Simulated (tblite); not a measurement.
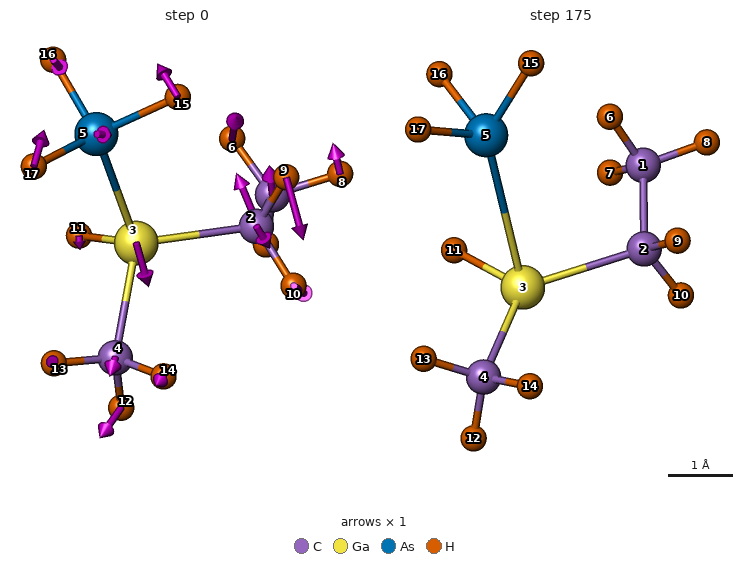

The structure of C$_{3}$H$_{12}$AsGa before (left) and after (right) a relaxation, at one scale. The purple arrows give the displacements, at their true length.

The picture is a ball-and-stick view, seen from a free direction.

Level of theory: GFN2-xTB geometry optimisation, gas phase (tblite). 

Question: What changed between the two?

Answer: The largest move after the best rigid fit is that of H7, 1.25 Å. Largest moves by element: H 1.25 Å, Ga 0.80 Å, C 0.60 Å, As 0.42 Å. Near-neighbour distances that change, for instance: Ga3–As5 2.452 → 2.955 Å, C2–Ga3 1.966 → 2.049 Å, As5–H16 1.561 → 1.490 Å, As5–H15 1.569 → 1.500 Å. Among the angles between lasting bonds that change: Ga3–As5–H15 109.5° → 140.1°, As5–Ga3–H11 110.3° → 84.9°, H15–As5–H17 110.5° → 89.5°. The energy falls by 142.8 kJ/mol in 175 geometry steps.
